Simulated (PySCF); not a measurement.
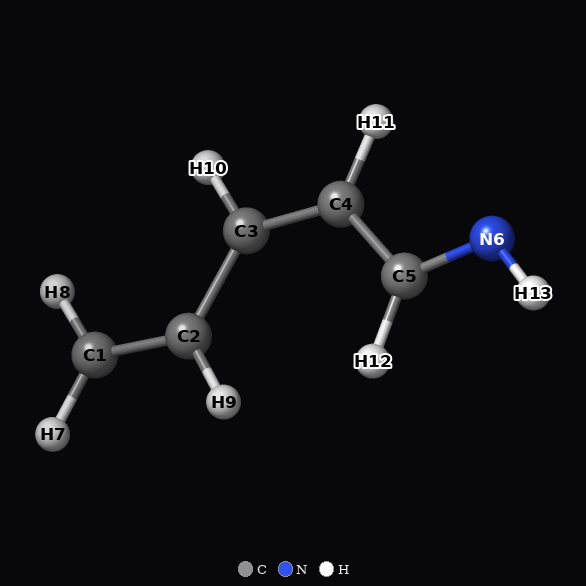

Computed geometry: GFN2-xTB optimisation. No frequency run is at hand to confirm it as a minimum. Method: delta-SCF UKS SCAN, pcX-2 on the ionised atom, pcseg-1 elsewhere, spin-free X2C (PySCF 2.14.0).

Give the core-electron binding energies (to vacuum) of C1 1s, C2 1s, C3 1s, C4 1s, C5 1s, N6 1s.

```csv
atom,level,binding energy (eV)
C1,1s,290.0
C2,1s,290.8
C3,1s,290.6
C4,1s,290.2
C5,1s,291.7
N6,1s,403.8
```
